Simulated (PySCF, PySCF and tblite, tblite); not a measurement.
# C₆H₁₃BO₂: a path driven as rotation about a bond, and NMR exchange

Aim: the barrier and rate of rotation about a bond in C₆H₁₃BO₂ (`OB(O)C1CCCCC1`), and what it does to NMR lines.

Computed with tblite 0.8.0 (tight binding) and PySCF 2.14.0 (DFT, with response routines of our own); each step states its level. Atoms count from 0 throughout.

## 1. The molecule as given

22 atoms, charge 0, multiplicity 1; geometry from: force field or distance geometry start.

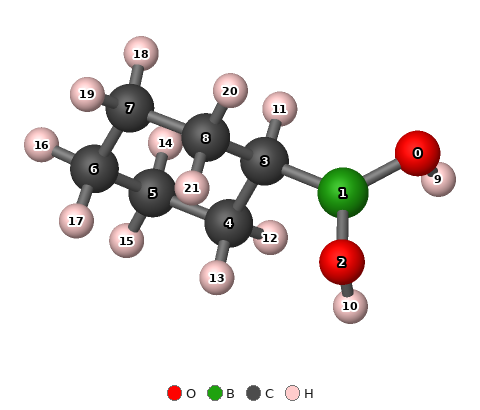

The starting geometry (oxygen red, boron green, carbon dark grey, hydrogen pink), atoms numbered.

## 2. GFN2-xTB relaxation, start minimum

The job: settings as JSON, then the geometry in Å.

```
{"job": {"xc": "GFN2-xTB", "basis": "xTB", "kind": "relax"}, "charge": 0, "multiplicity": 1}
O      3.243400    -0.182200    -1.255700
B      2.173800     0.491700    -0.506800
O      2.467300     1.751400     0.177900
C      0.713800    -0.154400    -0.432800
C      0.342500    -0.504500     1.038800
C     -1.068900    -1.108700     1.106500
C     -2.102400    -0.163900     0.483600
C     -1.730000     0.182600    -0.957000
C     -0.324900     0.782100    -1.043000
H      3.671000    -0.777000    -0.593700
H      2.768700     1.495300     1.076300
H      0.734200    -1.107100    -1.014400
H      1.066000    -1.235000     1.453800
H      0.384500     0.411500     1.661800
H     -1.083700    -2.077200     0.581100
H     -1.328800    -1.290400     2.185600
H     -3.098800    -0.654300     0.509600
H     -2.170300     0.761000     1.088600
H     -1.785200    -0.736900    -1.581700
H     -2.469200     0.906700    -1.356700
H     -0.086900     0.976700    -2.108800
H     -0.326500     1.767600    -0.513600
```

Launch:

```console
OMP_NUM_THREADS=1 python ens_run.py task.json out
```

This one command runs the whole study; its stages follow in the order run.

Standard output:

```text
step      E/eV     max force
  0    -786.19545    2.645
  1    -786.46127    1.585
  2    -786.56432    0.978
  3    -786.58609    0.688
  4    -786.61690    0.360
  5    -786.62896    0.369
  6    -786.67157    0.618
  7    -786.70800    0.668
  8    -786.76646    0.942
  9    -786.83692    0.787
 10    -786.92520    1.158
 11    -786.95112    1.827
 12    -787.02741    1.638
 13    -787.10431    1.009
 14    -787.17076    0.740
 15    -787.25110    0.809
 16    -787.30615    0.622
 17    -787.38181    0.565
 18    -787.42760    0.665
 19    -787.45100    0.858
 20    -787.48590    0.443
 21    -787.50958    0.354
 22    -787.54224    0.359
 23    -787.55925    0.338
 24    -787.57621    0.219
 25    -787.58467    0.171
 26    -787.58939    0.135
 27    -787.59209    0.141
 28    -787.59446    0.103
 29    -787.59638    0.083
 30    -787.59843    0.111
 31    -787.60105    0.156
 32    -787.60432    0.217
 33    -787.60774    0.214
 34    -787.61105    0.169
 35    -787.61449    0.112
 36    -787.61809    0.129
 37    -787.62122    0.113
 38    -787.62365    0.110
 39    -787.62606    0.134
 40    -787.62894    0.135
 41    -787.63196    0.113
 42    -787.63428    0.115
 43    -787.63585    0.089
 44    -787.63727    0.089
 45    -787.63896    0.150
 46    -787.64061    0.083
 47    -787.64181    0.065
 48    -787.64244    0.060
 49    -787.64289    0.071
 50    -787.64333    0.061
 51    -787.64371    0.038
 52    -787.64401    0.031
 53    -787.64426    0.028
 54    -787.64446    0.029
 55    -787.64459    0.022
 56    -787.64467    0.016
 57    -787.64472    0.016
 58    -787.64476    0.014
 59    -787.64481    0.012
 60    -787.64486    0.016
 61    -787.64490    0.015
 62    -787.64494    0.014
 63    -787.64498    0.014
 64    -787.64501    0.011
 65    -787.64504    0.012
 66    -787.64506    0.009
 67    -787.64508    0.005
 68    -787.64508    0.005
 69    -787.64509    0.004
 70    -787.64509    0.004
 71    -787.64509    0.003
 72    -787.64509    0.004
 73    -787.64510    0.003
 74    -787.64510    0.003
```

Run time: 0.46 s. Hardware: 1 thread of Arm Neoverse V2, shared host.

The energy fell by 1.450 eV, and the atoms moved 0.33 Å (root mean square).

## 3. Relaxed scan, rotation

The job: settings as JSON, then the geometry in Å.

```
{"job": {"xc": "GFN2-xTB", "basis": "xTB", "coordinate": [["t", [0, 1, 2, 10], 0.5], ["t", [3, 1, 2, 10], 0.5]], "kind": "drive"}, "charge": 0, "multiplicity": 1}
O      3.159434    -0.409198    -0.900417
B      2.184933     0.329142    -0.316250
O      2.418166     1.520711     0.285517
C      0.687319    -0.243491    -0.330420
C      0.220284    -0.591554     1.091010
C     -1.198709    -1.151257     1.081139
C     -2.163666    -0.147368     0.459770
C     -1.717862     0.202622    -0.955842
C     -0.297589     0.759173    -0.947316
H      4.053068    -0.061857    -0.878725
H      3.320789     1.842983     0.289255
H      0.657978    -1.160718    -0.926894
H      0.903057    -1.321129     1.531852
H      0.253804     0.311634     1.703259
H     -1.218255    -2.077671     0.502306
H     -1.511243    -1.386662     2.101415
H     -3.175392    -0.559945     0.443497
H     -2.180877     0.760153     1.067610
H     -1.750604    -0.695410    -1.577324
H     -2.400681     0.936387    -1.390991
H      0.012956     0.996013    -1.967243
H     -0.267320     1.682412    -0.366056
```

Standard output:

```text
point  coordinate     E/eV
  0    104.400     -787.62142
  1    119.100     -787.55848
  2    133.900     -787.46706
  3    149.000     -787.37166
  4    164.400     -787.30217
  5    179.900     -787.28453
  6    195.400     -787.32803
  7    210.700     -787.41796
  8    225.700     -787.52504
  9    240.500     -787.62190
 10    255.200     -787.68631
 11    269.800     -787.70948
```

Run time: 1.3 s. Hardware: 1 thread of Arm Neoverse V2, shared host.

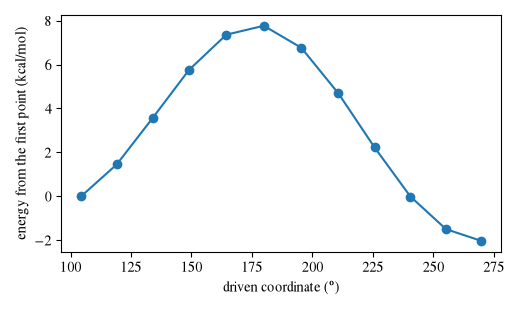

Energy along the scan.

## 4. Nudged elastic band, leg 1

The job, as its differences from that of step 3:

```diff
@@ -1,2 +1,2 @@
-{"job": {"xc": "GFN2-xTB", "basis": "xTB", "coordinate": [["t", [0, 1, 2, 10], 0.5], ["t", [3, 1, 2, 10], 0.5]], "kind": "drive"}, "charge": 0, "multiplicity": 1}
+{"job": {"xc": "GFN2-xTB", "basis": "xTB", "kind": "neb"}, "charge": 0, "multiplicity": 1}
 O      3.159434    -0.409198    -0.900417
```

Standard output:

```text
image   E - E0 / eV
  0       0.0000
  1       0.0524
  2       0.2455
  3       0.3618
  4       0.1250
  5      -0.0412
  6      -0.0669
```

It took 1.4 s on 1 thread of Arm Neoverse V2, shared host; peak memory 0.19 GiB.

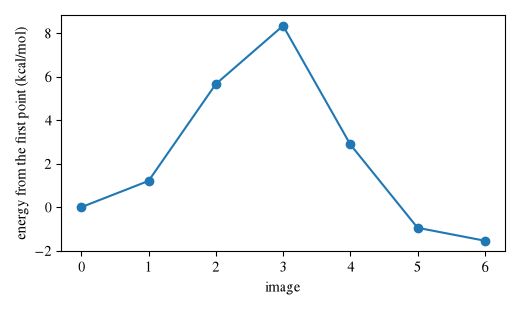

Energy along the band.

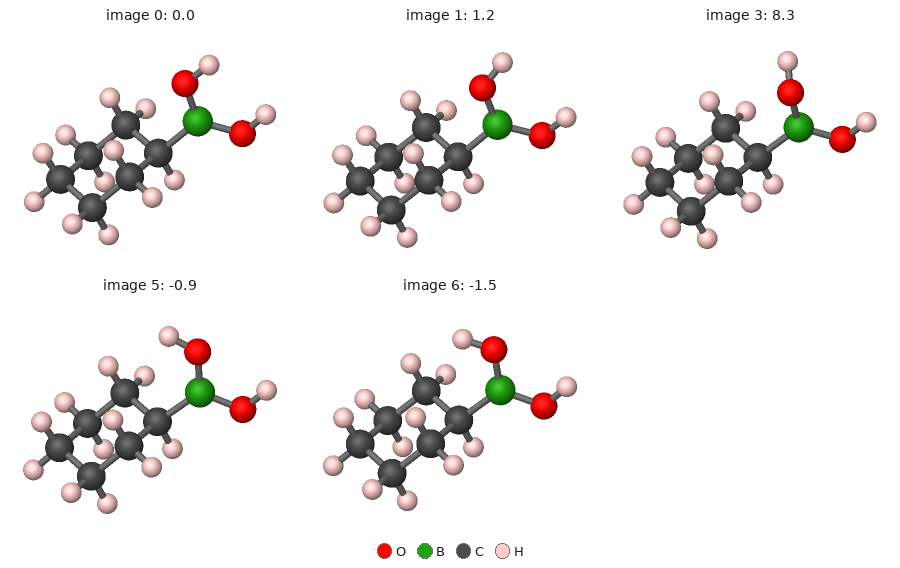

Images along the band, with energies in kcal/mol.

## 5. Saddle search, leg 1

The job: settings as JSON, then the geometry in Å.

```
{"job": {"xc": "GFN2-xTB", "basis": "xTB", "kind": "saddle"}, "charge": 0, "multiplicity": 1}
O      3.139170    -0.456607    -0.977646
B      2.237267     0.271767    -0.295387
O      2.649525     1.348387     0.462906
C      0.712898    -0.241088    -0.310441
C      0.229311    -0.587253     1.105699
C     -1.198975    -1.123332     1.080828
C     -2.145016    -0.107786     0.448635
C     -1.674434     0.249429    -0.957422
C     -0.247540     0.789895    -0.922560
H      4.052656    -0.167534    -0.913457
H      2.697267     2.221045     0.091091
H      0.654994    -1.150226    -0.916471
H      0.895697    -1.331142     1.546518
H      0.276017     0.310510     1.725362
H     -1.227151    -2.050563     0.503681
H     -1.525671    -1.352939     2.097737
H     -3.158871    -0.513471     0.411795
H     -2.170084     0.795515     1.062734
H     -1.706942    -0.642806    -1.586979
H     -2.343465     0.993970    -1.396151
H      0.075589     1.040314    -1.936091
H     -0.222240     1.703915    -0.324381
```

Standard output:

```text
step      E/eV     max force
  0    -787.28334   0.0453
  1    -787.28540   0.0884
  2    -787.28457   0.0317
  3    -787.28552   0.0346
  4    -787.28591   0.0696
  5    -787.28576   0.0095
  6    -787.28600   0.0088
  7    -787.28628   0.0336
  8    -787.28613   0.0041
  9    -787.28629   0.0104
 10    -787.28645   0.0133
 11    -787.28660   0.0069
 12    -787.28678   0.0216
 13    -787.28693   0.0252
 14    -787.28705   0.0252
 15    -787.28715   0.0252
 16    -787.28723   0.0184
 17    -787.28725   0.0071
 18    -787.28726   0.0044
 19    -787.28726   0.0014
lowest wavenumbers (cm-1): -615.9 20.7 94.8 125.6 225.7 233.6
```

Run time: 5.2 s. Hardware: 1 thread of Arm Neoverse V2, shared host; peak memory 0.19 GiB.

Point group C1; 1 imaginary mode, 616i cm⁻¹, carried by H10, O2. It was not shown to link both ends.

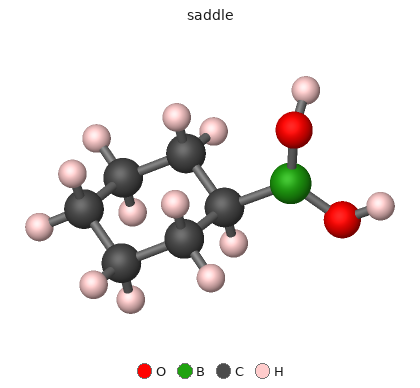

The saddle point.

## 6. Saddle search, leg 1

The job: settings as JSON, then the geometry in Å.

```
{"job": {"xc": "GFN2-xTB", "basis": "xTB", "kind": "saddle"}, "charge": 0, "multiplicity": 1}
O      3.137663    -0.463180    -0.980180
B      2.240096     0.267983    -0.294931
O      2.654341     1.348377     0.459032
C      0.714390    -0.241427    -0.307439
C      0.228625    -0.583072     1.109506
C     -1.200077    -1.119434     1.082806
C     -2.145230    -0.104690     0.447163
C     -1.671051     0.250449    -0.958415
C     -0.243826     0.789423    -0.922930
H      4.054648    -0.187226    -0.917841
H      2.671607     2.220946     0.084645
H      0.653629    -1.152595    -0.910453
H      0.894404    -1.324920     1.555219
H      0.273401     0.314473     1.729798
H     -1.225340    -2.046587     0.505164
H     -1.528922    -1.348858     2.099647
H     -3.158754    -0.511909     0.408344
H     -2.170523     0.799257     1.060399
H     -1.700662    -0.643722    -1.585108
H     -2.339962     0.993834    -1.399665
H      0.081247     1.037390    -1.936063
H     -0.219705     1.705488    -0.328697
```

Standard output:

```text
step      E/eV     max force
  0    -787.28453   0.0722
  1    -787.28534   0.1286
  2    -787.28484   0.0242
  3    -787.28562   0.0442
  4    -787.28595   0.0788
  5    -787.28636   0.0662
  6    -787.28680   0.0503
  7    -787.28697   0.0326
  8    -787.28711   0.0372
  9    -787.28719   0.0169
 10    -787.28723   0.0194
 11    -787.28726   0.0037
lowest wavenumbers (cm-1): -615.4 21.3 94.8 125.6 225.6 233.6
```

Run time: 3.7 s. Hardware: 1 thread of Arm Neoverse V2, shared host; peak memory 0.19 GiB.

Point group C1; 1 imaginary mode, 615i cm⁻¹, carried by H10, O2. It was not shown to link both ends.

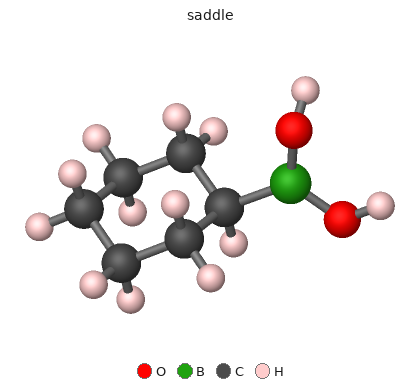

The saddle point.

## 7. Shieldings, start: B3LYP/pcSseg-1

The job: settings as JSON, then the geometry in Å.

```
{"job": {"kind": "nmr", "xc": "B3LYP", "basis": "pcSseg-1", "pop": false}, "charge": 0, "multiplicity": 1}
O      3.159434    -0.409198    -0.900417
B      2.184933     0.329142    -0.316250
O      2.418166     1.520711     0.285517
C      0.687319    -0.243491    -0.330420
C      0.220284    -0.591554     1.091010
C     -1.198709    -1.151257     1.081139
C     -2.163666    -0.147368     0.459770
C     -1.717862     0.202622    -0.955842
C     -0.297589     0.759173    -0.947316
H      4.053068    -0.061857    -0.878725
H      3.320789     1.842983     0.289255
H      0.657978    -1.160718    -0.926894
H      0.903057    -1.321129     1.531852
H      0.253804     0.311634     1.703259
H     -1.218255    -2.077671     0.502306
H     -1.511243    -1.386662     2.101415
H     -3.175392    -0.559945     0.443497
H     -2.180877     0.760153     1.067610
H     -1.750604    -0.695410    -1.577324
H     -2.400681     0.936387    -1.390991
H      0.012956     0.996013    -1.967243
H     -0.267320     1.682412    -0.366056
```

Standard output:

```text
coarse grid: 17840 points
cycle   1  E = -411.5517528767  dE =  1.142e+00  |g| = 1.040e+00  |ddm| = 4.113e+00
cycle   2  E = -411.3405148135  dE =  2.112e-01  |g| = 1.492e+00  |ddm| = 1.906e+00
cycle   3  E = -411.7617956330  dE = -4.213e-01  |g| = 7.699e-02  |ddm| = 1.184e+00
cycle   4  E = -411.7627961868  dE = -1.001e-03  |g| = 3.053e-02  |ddm| = 8.299e-02
cycle   5  E = -411.7629865219  dE = -1.903e-04  |g| = 1.237e-02  |ddm| = 3.627e-02
cycle   6  E = -411.7630209370  dE = -3.442e-05  |g| = 1.837e-03  |ddm| = 1.255e-02
cycle   7  E = -411.7630216638  dE = -7.268e-07  |g| = 4.159e-04  |ddm| = 1.944e-03
final grid: 170712 points
cycle   8  E = -411.8546158721  dE = -9.372e-05  |g| = 7.603e-03  |ddm| = 4.259e-02
cycle   9  E = -411.8546054881  dE =  1.038e-05  |g| = 9.951e-03  |ddm| = 1.540e-02
cycle  10  E = -411.8546306367  dE = -2.515e-05  |g| = 7.866e-04  |ddm| = 9.160e-03
cycle  11  E = -411.8546307702  dE = -1.335e-07  |g| = 1.817e-04  |ddm| = 1.036e-03
cycle  12  E = -411.8546307742  dE = -4.017e-09  |g| = 1.149e-04  |ddm| = 1.916e-04
cycle  13  E = -411.8546307764  dE = -2.179e-09  |g| = 2.240e-05  |ddm| = 7.554e-05
cycle  14  E = -411.8546307765  dE = -9.481e-11  |g| = 5.050e-06  |ddm| = 1.861e-05
converged SCF energy = -411.8546307765

GIAO shielding tensors (ppm)
atom      isotropic    diamagn.    paramagn.     s11        s22        s33       span
  0 O      212.726     382.544    -169.819    133.827    240.870    263.480    129.652
  1 B       68.669     195.860    -127.190     48.824     67.305     89.879     41.055
  2 O      217.911     386.450    -168.539    135.523    252.915    265.296    129.773
  3 C      149.060     252.636    -103.576    141.920    143.074    162.185     20.265
  4 C      147.613     247.644    -100.032    139.437    150.587    152.813     13.376
  5 C      148.397     246.393     -97.996    141.392    149.648    154.151     12.758
  6 C      149.143     246.563     -97.421    143.949    149.889    153.590      9.641
  7 C      148.628     246.406     -97.777    141.872    149.789    154.224     12.352
  8 C      147.888     247.542     -99.653    140.148    149.834    153.682     13.534
  9 H       28.630      29.056      -0.425     23.191     23.493     39.206     16.015
 10 H       28.791      29.773      -0.982     23.415     23.606     39.353     15.939
 11 H       31.014      34.545      -3.531     27.918     29.971     35.154      7.235
 12 H       30.208      31.376      -1.168     25.094     29.737     35.794     10.700
 13 H       30.566      32.684      -2.118     26.555     30.419     34.724      8.169
 14 H       30.611      31.130      -0.519     27.234     28.723     35.876      8.642
 15 H       30.045      29.243       0.802     25.460     28.053     36.621     11.161
 16 H       30.060      28.463       1.597     25.487     27.898     36.794     11.307
 17 H       30.569      30.818      -0.248     27.669     28.330     35.709      8.041
 18 H       30.618      31.138      -0.520     27.257     28.700     35.898      8.641
 19 H       30.050      29.272       0.778     25.467     28.054     36.628     11.162
 20 H       30.238      31.410      -1.173     25.150     29.691     35.872     10.722
 21 H       30.499      32.687      -2.188     26.387     30.421     34.689      8.302
```

Wall time 32 s (1 thread of Arm Neoverse V2, shared host); peak memory 1 GiB.

Key values: HOMO -7.47 eV, LUMO 0.23 eV; dipole 2.74 D.

## 8. Shieldings, saddle of leg 1: B3LYP/pcSseg-1

The job: settings as JSON, then the geometry in Å.

```
{"job": {"kind": "nmr", "xc": "B3LYP", "basis": "pcSseg-1", "pop": false}, "charge": 0, "multiplicity": 1}
O      3.197851    -0.562516    -0.659289
B      2.226106     0.289213    -0.285093
O      2.546162     1.528767     0.233130
C      0.708336    -0.235231    -0.341387
C      0.244135    -0.642806     1.066870
C     -1.189175    -1.164879     1.044277
C     -2.134922    -0.111037     0.478228
C     -1.691190     0.295933    -0.922712
C     -0.258063     0.818584    -0.898738
H      4.099173    -0.251892    -0.550747
H      2.665443     2.271956    -0.345840
H      0.654015    -1.123612    -0.978275
H      0.912820    -1.410438     1.460840
H      0.308289     0.226085     1.725005
H     -1.236822    -2.063571     0.424938
H     -1.498408    -1.438016     2.055973
H     -3.155618    -0.499882     0.449471
H     -2.128504     0.766803     1.128538
H     -1.748695    -0.570113    -1.586254
H     -2.359828     1.065080    -1.317144
H      0.046803     1.099966    -1.910126
H     -0.207907     1.711607    -0.271666
```

Standard output:

```text
coarse grid: 17840 points
cycle   1  E = -411.5396563915  dE =  1.135e+00  |g| = 1.050e+00  |ddm| = 4.107e+00
cycle   2  E = -411.3154249332  dE =  2.242e-01  |g| = 1.522e+00  |ddm| = 1.979e+00
cycle   3  E = -411.7511401142  dE = -4.357e-01  |g| = 8.920e-02  |ddm| = 1.269e+00
cycle   4  E = -411.7523907548  dE = -1.251e-03  |g| = 4.296e-02  |ddm| = 9.728e-02
cycle   5  E = -411.7527810075  dE = -3.903e-04  |g| = 1.398e-02  |ddm| = 4.405e-02
cycle   6  E = -411.7528194815  dE = -3.847e-05  |g| = 3.373e-03  |ddm| = 1.299e-02
cycle   7  E = -411.7528214349  dE = -1.953e-06  |g| = 9.572e-04  |ddm| = 2.813e-03
final grid: 170712 points
cycle   8  E = -411.8441252845  dE = -8.647e-05  |g| = 8.136e-03  |ddm| = 4.077e-02
cycle   9  E = -411.8441114003  dE =  1.388e-05  |g| = 1.103e-02  |ddm| = 1.654e-02
cycle  10  E = -411.8441422367  dE = -3.084e-05  |g| = 7.509e-04  |ddm| = 9.996e-03
cycle  11  E = -411.8441423457  dE = -1.090e-07  |g| = 2.377e-04  |ddm| = 9.560e-04
cycle  12  E = -411.8441423533  dE = -7.615e-09  |g| = 1.126e-04  |ddm| = 2.487e-04
cycle  13  E = -411.8441423554  dE = -2.124e-09  |g| = 1.738e-05  |ddm| = 8.230e-05
cycle  14  E = -411.8441423555  dE = -5.150e-11  |g| = 5.967e-06  |ddm| = 1.549e-05
converged SCF energy = -411.8441423555

GIAO shielding tensors (ppm)
atom      isotropic    diamagn.    paramagn.     s11        s22        s33       span
  0 O      182.440     383.685    -201.246     70.327    237.523    239.469    169.142
  1 B       63.907     194.004    -130.098     38.897     67.267     85.556     46.659
  2 O      266.779     389.007    -122.228    199.129    283.476    317.732    118.603
  3 C      147.337     253.472    -106.136    138.419    142.214    161.376     22.957
  4 C      148.565     248.040     -99.475    141.676    151.669    152.350     10.674
  5 C      148.462     246.413     -97.951    141.437    149.696    154.254     12.817
  6 C      149.238     246.762     -97.523    144.083    149.989    153.644      9.561
  7 C      149.102     246.454     -97.351    142.616    150.106    154.585     11.969
  8 C      148.361     248.581    -100.220    140.901    149.795    154.387     13.486
  9 H       27.347      28.433      -1.085     22.338     22.602     37.102     14.764
 10 H       30.116      31.468      -1.352     22.573     24.604     43.170     20.597
 11 H       30.931      34.818      -3.887     27.924     29.916     34.954      7.029
 12 H       30.171      31.386      -1.215     24.957     29.734     35.823     10.866
 13 H       30.616      32.783      -2.167     26.700     30.403     34.745      8.045
 14 H       30.576      31.205      -0.630     27.144     28.716     35.866      8.722
 15 H       30.014      29.306       0.708     25.412     28.002     36.627     11.215
 16 H       30.053      28.628       1.425     25.475     27.887     36.798     11.322
 17 H       30.573      31.026      -0.453     27.639     28.357     35.724      8.084
 18 H       30.596      31.331      -0.735     27.274     28.639     35.874      8.600
 19 H       30.066      29.558       0.508     25.463     28.097     36.638     11.175
 20 H       30.391      32.191      -1.799     25.391     29.752     36.032     10.641
 21 H       30.588      33.615      -3.027     26.634     30.428     34.703      8.070
```

Wall time 44 s (1 thread of Arm Neoverse V2, shared host); peak memory 1 GiB.

In short: HOMO -7.38 eV, LUMO 0.65 eV; dipole 2.01 D.

Orbitals, density, ELF and potential are computed afterwards from the orbital file.

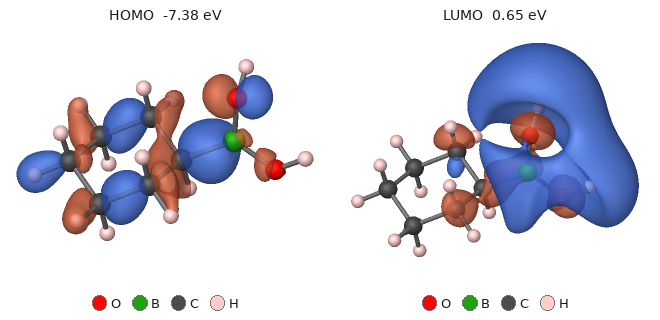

Frontier orbitals at B3LYP/pcSseg-1; each surface holds 70 % of the orbital's density, blue and red mark the sign.

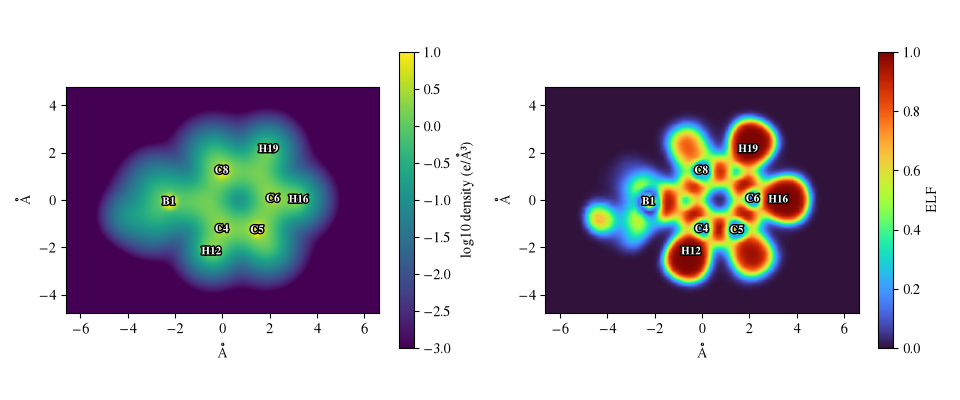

Density (left) and ELF (right) in a plane through or near 8 of the atoms.

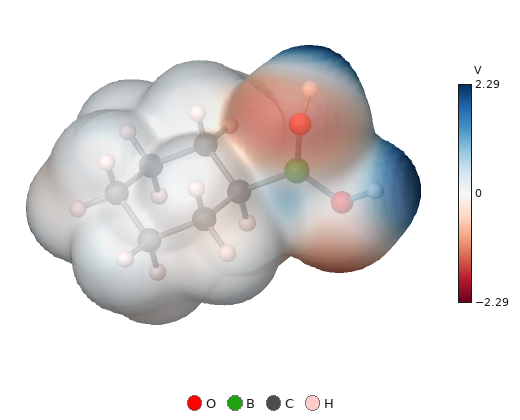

The potential that a unit positive charge feels on the 0.002 e/bohr³ surface, from the 1st to the 99th percentile, from -1.34 V near O0 to 2.29 V near H10.

(Part 1 of 2 ends here.)
